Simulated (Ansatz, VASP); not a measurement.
# CeO2 in two plane-wave programs

Wanted: the spread between two codes on one cell, functional and k mesh. Other levels of theory on this material are compared in a session of their own. Valence electrons are named where the data sets of a main pair hold unlike numbers.

Main program and level: Ansatz 0.2.0; plane waves, with VASP 6.6.1 beside it; band structure at LDA and band structure at PBE.

In doubt: the elements are of a kind flagged for part-filled d or f shells, though by formal charges that shell is empty here, so the flag may not apply; the elements are of a kind flagged for part-filled d or f shells, though by formal charges that shell is empty here, so the flag may not apply.

## Step 1: The starting structure

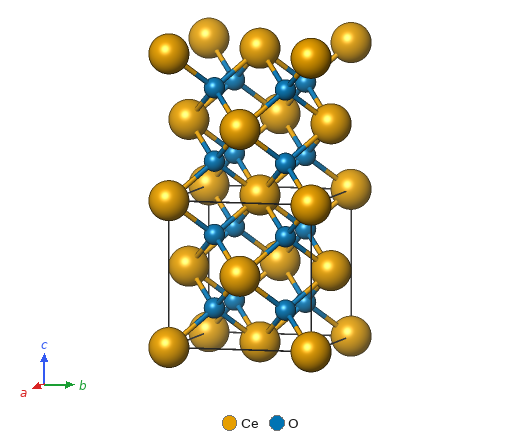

The starting structure, seen slightly off an axis (cerium orange, oxygen blue). 1×1×2 cells are drawn. This picture shows the conventional cell, with its axes. Some periodic images of atoms are drawn too.

As a file:

```
Ce O
1.0
     0.00000    2.70365    2.70365
     2.70365    0.00000    2.70365
     2.70365    2.70365    0.00000
Ce O
1 2
Direct
  0.00000 0.00000 0.00000
  0.25000 0.25000 0.25000
  0.75000 0.75000 0.75000
```

## Step 2: VASP: band structure, LDA

With cell and atoms fixed, the geometry can't cause a difference; cores, projectors, grids and the points listed under the comparison can.

Lines of VASP's logs that name or quote its potential files are left out, and so is its time.

The input, INCAR:

```
SYSTEM = CeO2
PREC = Accurate
ENCUT = 520
EDIFF = 1E-06
NELM = 150
ISMEAR = 0
SIGMA = 0.02
LREAL = .FALSE.
ALGO = Normal
GGA = CA
NBANDS = 26
ISPIN = 2
MAGMOM = 1 0 0
LMAXMIX = 6
AMIX = 0.2
BMIX = 1E-04
AMIX_MAG = 0.8
BMIX_MAG = 1E-04
LORBIT = 11
LWAVE = .FALSE.
LCHARG = .FALSE.
KPAR = 4
```

The input, POSCAR:

```
CeO2
1.0
    0.0000000000      2.7036500000      2.7036500000
    2.7036500000      0.0000000000      2.7036500000
    2.7036500000      2.7036500000      0.0000000000
Ce O
1 2
Direct
    0.0000000000      0.0000000000      0.0000000000
    0.2500000000      0.2500000000      0.2500000000
    0.7500000000      0.7500000000      0.7500000000
```

The input, KPOINTS:

```
Automatic mesh
0
Gamma
5 5 5
0 0 0
```

The input, KPOINTS_OPT:

```
Line mode
16
Line-mode
Reciprocal
  0.00000000   0.00000000   0.00000000 GAMMA
  0.50000000   0.00000000   0.50000000 X

  0.50000000   0.00000000   0.50000000 X
  0.50000000   0.25000000   0.75000000 W

  0.50000000   0.25000000   0.75000000 W
  0.37500000   0.37500000   0.75000000 K

  0.37500000   0.37500000   0.75000000 K
  0.00000000   0.00000000   0.00000000 GAMMA

  0.00000000   0.00000000   0.00000000 GAMMA
  0.50000000   0.50000000   0.50000000 L

  0.50000000   0.50000000   0.50000000 L
  0.62500000   0.25000000   0.62500000 U

  0.62500000   0.25000000   0.62500000 U
  0.50000000   0.25000000   0.75000000 W

  0.50000000   0.25000000   0.75000000 W
  0.50000000   0.50000000   0.50000000 L

  0.50000000   0.50000000   0.50000000 L
  0.37500000   0.37500000   0.75000000 K

  0.62500000   0.25000000   0.62500000 U
  0.50000000   0.00000000   0.50000000 X
```

Potentials, in the order of the species: Ce and O (PBE family, release 64).

Launch:

```
$ mpirun -np 4 vasp_std
```

Numbers of over 12 decimals in the logs are rounded to 6 here.

Output:

```text
[banner, memory and clock lines left out]
running    4 mpi-ranks, on    1 nodes
 distrk:  each k-point on    1 cores,    4 groups
 distr:  one band on    1 cores,    1 groups

 POSCAR found type information on POSCAR CeO
 POSCAR found :  2 types and       3 ions
|                                                                             |
|               ----> ADVICE to this user running VASP <----                  |
|                                                                             |
|     You enforced a specific xc type in the INCAR file but a different       |
|     [... a line on the potential file left out ...]
|     I HOPE YOU KNOW WHAT YOU ARE DOING!                                     |
|                                                                             |

 LDA part: xc-table for (Slater(with rela. corr.)+CA(PZ))
 , standard interpolation
 POSCAR, INCAR and KPOINTS ok, starting setup
 FFT: planning ... GRIDC
 FFT: planning ... GRID_SOFT
 FFT: planning ... GRID
 WAVECAR not read
 entering main loop
       N       E                     dE             d eps       ncg     rms          rms(c)
DAV:   1     0.197395627804E+03    0.19740E+03   -0.10672E+04  1152   0.119E+03
DAV:   2    -0.987633996232E+01   -0.20727E+03   -0.16036E+03  1096   0.243E+02
DAV:   3    -0.335458756561E+02   -0.23670E+02   -0.22955E+02  1228   0.953E+01
DAV:   4    -0.341151494739E+02   -0.56927E+00   -0.56657E+00  1550   0.131E+01
DAV:   5    -0.341515479935E+02   -0.36399E-01   -0.36329E-01  1544   0.212E+00    0.323E+01
DAV:   6    -0.291769570038E+02    0.49746E+01   -0.57998E+00  1516   0.208E+01    0.205E+01
DAV:   7    -0.291988000546E+02   -0.21843E-01   -0.15895E+00  1514   0.107E+01    0.112E+01
DAV:   8    -0.303090223127E+02   -0.11102E+01   -0.39760E+00  1324   0.298E+01    0.182E+01
DAV:   9    -0.297194454466E+02    0.58958E+00   -0.47668E-01  1334   0.529E+00    0.730E+00
DAV:  10    -0.290287691860E+02    0.69068E+00   -0.65842E-01  1322   0.880E+00    0.253E+00
DAV:  11    -0.289985506225E+02    0.30219E-01   -0.12477E-01  1352   0.262E+00    0.130E+00
DAV:  12    -0.289925247592E+02    0.60259E-02   -0.42626E-02  1440   0.224E+00    0.735E-01
DAV:  13    -0.289959836238E+02   -0.34589E-02   -0.59127E-03  1454   0.490E-01    0.923E-01
DAV:  14    -0.289904542796E+02    0.55293E-02   -0.54970E-03  1236   0.912E-01    0.283E-01
DAV:  15    -0.289905382619E+02   -0.83982E-04   -0.42931E-03  1664   0.651E-01    0.249E-01
DAV:  16    -0.289901492386E+02    0.38902E-03   -0.73416E-04  1356   0.274E-01    0.715E-02
DAV:  17    -0.289902181972E+02   -0.68959E-04   -0.35933E-05  1462   0.654E-02    0.122E-01
DAV:  18    -0.289900826201E+02    0.13558E-03   -0.14757E-04  1122   0.153E-01    0.218E-02
DAV:  19    -0.289900824650E+02    0.15505E-06   -0.14653E-05  1284   0.194E-02    0.197E-02
DAV:  20    -0.289900794833E+02    0.29818E-05   -0.24338E-06   980   0.185E-02    0.830E-03
DAV:  21    -0.289900792162E+02    0.26709E-06   -0.45720E-07   620   0.493E-03
   1 F= -.28990079E+02 E0= -.28990079E+02  d E =-.282862E-13  mag=    -0.0000
 Start KPOINTS_OPT (optional k-point list driver)
k-point batch [1-10\160]
       N       E                     dE             ncg
DAV:   1     0.966966139545E+03   -0.12796E+04     1120
DAV:   2    -0.939943141770E+03   -0.19069E+04     1128
DAV:   3    -0.117793683063E+04   -0.23799E+03     1238
DAV:   4    -0.118421668073E+04   -0.62799E+01     1624
DAV:   5    -0.118443217308E+04   -0.21549E+00     1480
DAV:   6    -0.118443360970E+04   -0.14366E-02     1600
DAV:   7    -0.118443362536E+04   -0.15657E-04     1490
DAV:   8    -0.118443362571E+04   -0.35237E-06      936
[...]
k-point batch [151-160\160]
       N       E                     dE             ncg
DAV:   1     0.801539869442E+03   -0.82290E+04     1128
DAV:   2    -0.883783003791E+03   -0.16853E+04     1122
DAV:   3    -0.111567945167E+04   -0.23190E+03     1328
DAV:   4    -0.112203835859E+04   -0.63589E+01     1560
DAV:   5    -0.112221921982E+04   -0.18086E+00     1516
DAV:   6    -0.112222089764E+04   -0.16778E-02     1534
DAV:   7    -0.112222090786E+04   -0.10220E-04     1364
DAV:   8    -0.112222090847E+04   -0.61050E-06      962
```

OUTCAR, selected parts (step 2):

```text
ion  position               nearest neighbor table
   1  0.000  0.000  0.000-   3 2.34   3 2.34   3 2.34   2 2.34   3 2.34   2 2.34   2 2.34   2 2.34

  LATTYP: Found a face centered cubic cell.
 ALAT       =     5.4073000000

 Subroutine GETGRP returns: Found 48 space group operations
 (whereof 48 operations were pure point group operations)

The static configuration has the point symmetry O_h .

 Found     10 irreducible k-points:

   k-points           NKPTS =     10   k-points in BZ     NKDIM =     10   number of bands    NBANDS=     26

   dimension x,y,z NGX =    28 NGY =   28 NGZ =   28
   dimension x,y,z NGXF=    56 NGYF=   56 NGZF=   56

   ENCUT  =  520.0 eV  38.22 Ry    6.18 a.u.   7.11  7.11  7.11*2*pi/ulx,y,z

   NELECT =      24.0000    total number of electrons

 k-points in reciprocal lattice and weights: Automatic mesh
   0.00000000  0.00000000  0.00000000       0.008
   0.20000000  0.00000000  0.00000000       0.064
   0.40000000  0.00000000  0.00000000       0.064
   0.20000000  0.20000000  0.00000000       0.048
   0.40000000  0.20000000  0.00000000       0.192
  -0.40000000  0.20000000  0.00000000       0.192
  -0.20000000  0.20000000  0.00000000       0.096
   0.40000000  0.40000000  0.00000000       0.048
  -0.40000000  0.40000000  0.00000000       0.096
  -0.40000000  0.40000000  0.20000000       0.192

 average (electrostatic) potential at core
       1 -76.9765       2 -67.8933       3 -67.8933

 E-fermi :   5.0021

 spin component 1
 k-point     1 :       0.0000    0.0000    0.0000
  band No.  band energies     occupation
    ...
      8       1.0717      1.00000
      9       1.0717      1.00000
     10       4.3737      1.00000
     11       4.3737      1.00000
     12       4.3737      1.00000
     13       7.2616      0.00000
     14       7.2616      0.00000
     15       7.2616      0.00000
     16       7.5495      0.00000
     17       7.9569      0.00000
    ...

 k-point     2 :       0.2000    0.0000    0.0000
  band No.  band energies     occupation
    ...
      8       1.4137      1.00000
      9       2.0192      1.00000
     10       4.0717      1.00000
     11       4.2504      1.00000
     12       4.2504      1.00000
     13       7.2199      0.00000
     14       7.2199      0.00000
     15       7.2649      0.00000
     16       7.5718      0.00000
     17       7.6744      0.00000
    ...

 k-point     3 :       0.4000    0.0000    0.0000
  band No.  band energies     occupation
    ...
      8       1.8914      1.00000
      9       3.4336      1.00000
     10       3.8562      1.00000
     11       4.1904      1.00000
     12       4.1904      1.00000
     13       7.0549      0.00000
     14       7.1413      0.00000
     15       7.1413      0.00000
     16       7.2704      0.00000
     17       7.7719      0.00000
    ...

 k-point     4 :       0.2000    0.2000    0.0000
  band No.  band energies     occupation
    ...
      8       1.7145      1.00000
      9       2.1235      1.00000
     10       3.0208      1.00000
     11       4.6451      1.00000
     12       4.6451      1.00000
     13       7.1406      0.00000
     14       7.2811      0.00000
     15       7.2811      0.00000
     16       7.5193      0.00000
     17       7.6341      0.00000
    ...

 k-point     5 :       0.4000    0.2000    0.0000
  band No.  band energies     occupation
    ...
      8       2.3208      1.00000
      9       2.6346      1.00000
     10       3.4112      1.00000
     11       4.5439      1.00000
     12       4.6709      1.00000
     13       7.0800      0.00000
     14       7.1580      0.00000
     15       7.2664      0.00000
     16       7.3722      0.00000
     17       7.4683      0.00000
    ...

 k-point     6 :      -0.4000    0.2000    0.0000
  band No.  band energies     occupation
    ...
      8       2.5160      1.00000
      9       2.9099      1.00000
     10       3.8734      1.00000
     11       3.9502      1.00000
     12       4.8594      1.00000
     13       6.9896      0.00000
     14       7.1414      0.00000
     15       7.2039      0.00000
     16       7.2668      0.00000
     17       7.5340      0.00000
    ...

  Total       -1.1969095     -1.1969095     -1.1969095      0.0000000      0.0000000     -0.0000000
  in kB      -48.5166140    -48.5166140    -48.5166140      0.0000000      0.0000000     -0.0000000
  external PRESSURE =     -48.5166140 kB  Pullay stress =       0.0000000 kB

  energy-cutoff  :      520.00
  volume of cell :       39.53
      direct lattice vectors                 reciprocal lattice vectors
     0.000000000  2.703650000  2.703650000    -0.184935180  0.184935180  0.184935180
     2.703650000  0.000000000  2.703650000     0.184935180 -0.184935180  0.184935180
     2.703650000  2.703650000  0.000000000     0.184935180  0.184935180 -0.184935180

 POSITION                                       TOTAL-FORCE (eV/Angst)
 -----------------------------------------------------------------------------------
      0.00000      0.00000      0.00000         0.000000     -0.000000     -0.000000
      1.35183      1.35183      1.35183        -0.000000     -0.000000     -0.000000
      4.05548      4.05548      4.05548         0.000000      0.000000      0.000000
 -----------------------------------------------------------------------------------
    total drift:                                0.000000      0.000000      0.000000

  FREE ENERGIE OF THE ION-ELECTRON SYSTEM (eV)
  ---------------------------------------------------
  free  energy   TOTEN  =       -28.9900792162 eV

  energy  without entropy=      -28.9900792162  energy(sigma->0) =      -28.99007922

 total charge
# of ion       s       p       d       f       tot
--------------------------------------------------
    1        2.019   5.779   0.908   0.972   9.678
    2        1.564   3.418   0.000   0.000   4.982
    3        1.564   3.418   0.000   0.000   4.982
--------------------------------------------------
tot          5.148  12.615   0.908   0.972  19.643

 magnetization (x)
# of ion       s       p       d       f       tot
--------------------------------------------------
    1        0.000   0.000  -0.000  -0.000   0.000
    2       -0.000   0.000   0.000   0.000   0.000
    3       -0.000   0.000   0.000   0.000   0.000
--------------------------------------------------
tot          0.000   0.000  -0.000  -0.000   0.000

[... 2 further parts left out ...]
```

The moments of VASP's start collapse, so its state is non-magnetic. Without U or exact exchange, f electrons of an open shell come out too delocalised. Spin-orbit coupling is off here; with elements this heavy it splits and shifts levels by tenths of an eV or more. The PAW data sets were made with PBE, a small mismatch for LDA. At this level the cell is under a tension of 4.9 GPa, so at these settings it is away from equilibrium.

(Continued in part 2 of 2.)

[Lines on the potential files, build, host, timing and source positions are cut from VASP's logs without a mark.]

[Logs are printed without paths, hosts, clocks, repeated set-up lines and the standing remarks that a program may print on its own settings, such as how far it seeks lower states.]

[Hosts, paths, dates, database ids (printed as entryN), source tags and the programs' standing remarks are cut or masked in the printed files.]
